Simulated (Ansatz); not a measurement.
# SiClOF2 (SMILES [O][Si](F)(F)Cl) at U-wB97M-V/def2-SVP

What is the electronic atomisation energy of SiClOF2 at U-wB97M-V/def2-SVP? 

The calculation is run with Ansatz 0.2.0.

70 further runs of the same task are left out: 2 that didn't finish, 68 set aside as unsound or not needed. Runs told in other sessions of the task aren't counted.

## Step 1: The structure to begin with

The species is SiClOF2 (5 atoms), meant as a doublet with charge 0. As SMILES, `[O][Si](F)(F)Cl`. The coordinates come from a PBE0-D4/def2-TZVP relaxation.

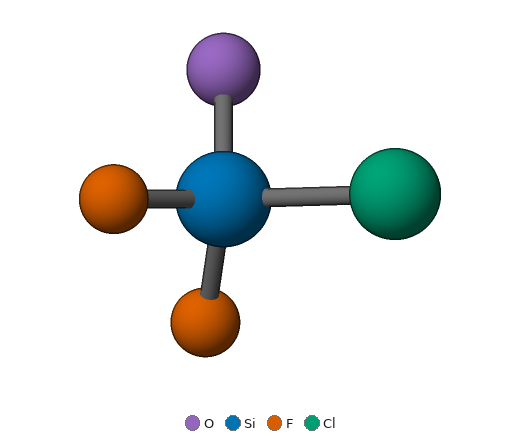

The structure, seen from a chosen angle (oxygen purple, silicon blue, fluorine orange, chlorine teal).

## Step 2: A single-point energy at U-wB97M-V/def2-SVP

Input file molecule.yaml:

```yaml
crystal:
  periodic: [false, false, false]
  atoms:
    - {symbol: O, position_ang: [-0.173100, 0.048700, 1.622400]}
    - {symbol: Si, position_ang: [0.071000, -0.092200, 0.005600]}
    - {symbol: F, position_ang: [-0.374600, -1.493300, -0.542700]}
    - {symbol: F, position_ang: [1.581700, 0.074400, -0.383900]}
    - {symbol: Cl, position_ang: [-1.055100, 1.388700, -0.742800]}
basis:
  gaussian: {orbitals: def2-SVP}
magnetization: {spin_polarized: true, initial_magnetization: 1}
hamiltonian: {xc: {name: wB97M-V}}
accuracy: high
output: {orbitals: {seedname: orbitals}}
```

Launch:

```bash
$ ansatz run molecule.yaml --threads 1 --pin off --max-ram 2610MiB --events-out events.jsonl --progress --plain --runs-dir runs
```

The log of the run:

```text
Warning: RAYON_NUM_THREADS=1 ignored (pool sized by the plan → 1); use --threads N
Functional definition: wB97M-V
  name "wB97M-V"
  parameter omega = 0.3/bohr
  parameter cx = 0.15
  parameter cx01 = 1.007
  parameter cx10 = 0.259
  parameter css00 = 0.443
  parameter css04 = -1.437
  parameter css10 = -4.535
  parameter css20 = -3.390
  parameter css43 = 4.278
  parameter cos00 = 1.000
  parameter cos10 = 1.358
  parameter cos20 = 2.924
  parameter cos21 = -8.812
  parameter cos60 = -1.390
  parameter cos61 = 9.142
  parameter b = 6.0
  parameter c = 0.01
  gx(w, u) = 1 - cx + cx01*u + cx10*w
  gss(w, u) = css00 + css04*u^4 + css10*w + css20*w^2 + css43*w^4*u^3
  gos(w, u) = cos00 + cos10*w + (cos20 + cos21*u)*w^2 + (cos60 + cos61*u)*w^6
  exchange = spin_sum(e_x_unif_sr(omega)*gx(b97_w, b97_u_x)) + cx*exact_x_sr(omega) + exact_x_lr(omega)
  correlation = spin_sum(e_c_pw_mod_same_spin*gss(b97_w, b97_u_same))
      + integral(e_c_pw_mod_opposite_spin*gos(b97_w_opposite, b97_u_opposite)) + vv10(b, c)
1499 factors; integrals over basis functions are off by at most 3.7e-9 eV
289 factors; integrals over basis functions are off by at most 1.7e-9 eV
mean field evaluation 1: about -27859.3298 eV, gradient 4.5e1 eV
mean field evaluation 2: about -27851.4064 eV, gradient 6.7e1 eV
mean field evaluation 4: about -27868.7934 eV, gradient 5.9e0 eV
mean field evaluation 8: about -27869.2075 eV, gradient 8.0e-1 eV
mean field evaluation 16: about -27869.2293 eV, gradient 9.6e-3 eV
mean field evaluation 32: about -27869.2293 eV, gradient 1.9e-5 eV
mean field -27869.22930399 eV, -1024.1752864795 hartree, gradient 9.7e-8 eV, S^2 0.752638; 2 other end points of the search recorded, 0 dependent functions left out
reference -27869.22930714 eV, -1024.1752865954 hartree; 29, 28 occupied and 49, 50 virtual orbitals, 1499 factors
Total energy: -27869.22930714 eV, -1024.1752865954 hartree
```

It took 3.2 min on 1 thread of Intel Xeon Platinum 8259CL at 2.50GHz (Skylake/Cascade Lake), shared host; peak memory 0.92 GiB.

## Step 3: The Cl atom at the same level

Input file job.yaml:

```yaml
crystal:
  periodic: [false, false, false]
  atoms:
    - {symbol: Cl, position_ang: [0.000000, 0.000000, 0.000000]}
basis:
  gaussian: {orbitals: def2-SVP}
magnetization: {spin_polarized: true, initial_magnetization: 1}
hamiltonian: {xc: {name: wB97M-V}}
accuracy: high
```

Run the same way, it converges to -459.96766 Eh (log not shown).

## Step 4: The F atom at the same level

Input file molecule.yaml:

```yaml
crystal:
  periodic: [false, false, false]
  atoms:
    - symbol: F
      position_ang: [0.000000, 0.000000, 0.000000]
basis:
  gaussian:
    orbitals: def2-SVP
total_charge: 0
magnetization:
  spin_polarized: true
  initial_magnetization: 1
hamiltonian:
  xc: {name: wB97M-V}
accuracy: high
```

Run the same way, it converges to -99.61431 Eh (log not shown).

## Step 5: The O atom at the same level

Input file input.yaml:

```yaml
basis:
  gaussian: {orbitals: def2-SVP}
crystal:
  periodic: [false, false, false]
  atoms:
    - {symbol: O, position_ang: [0.000000, 0.000000, 0.000000]}
magnetization: {spin_polarized: true, initial_magnetization: 2}
hamiltonian: {xc: {name: wB97M-V}}
accuracy: high
```

Run the same way, it converges to -74.98020 Eh (log not shown).

## Step 6: The Si atom, same level

Input file input.yaml:

```yaml
basis:
  gaussian:
    orbitals: def2-SVP
crystal:
  periodic: [false, false, false]
  atoms:
    - {symbol: Si, position_ang: [0.000000, 0.000000, 0.000000]}
magnetization:
  spin_polarized: true
  initial_magnetization: 2
hamiltonian:
  xc: {name: wB97M-V}
accuracy: high
```

Run the same way, it converges to -289.25435 Eh (log not shown).

## Step 7: Results

Level: U-wB97M-V/def2-SVP.

| quantity | value |
| --- | --- |
| molecule: total energy | -1024.17529 Eh |
| molecule: HOMO energy (highest over α and β) | -12.38 eV |
| molecule: LUMO energy (lowest over α and β) | -3.32 eV |
| molecule: ⟨S²⟩ | 0.753 |
| Cl atom: total energy | -459.96766 Eh |
| Cl atom: ⟨S²⟩ | 0.751 |
| F atom: total energy | -99.61431 Eh |
| F atom: ⟨S²⟩ | 0.751 |
| O atom: total energy | -74.98020 Eh |
| O atom: ⟨S²⟩ | 2.003 |
| Si atom: total energy | -289.25435 Eh |
| Si atom: ⟨S²⟩ | 2.001 |
| electronic atomisation energy | 20.258 eV |

In words: Taking the molecule apart into free atoms costs 20.26 eV (467 kcal/mol), before zero-point energy and without spin-orbit coupling.
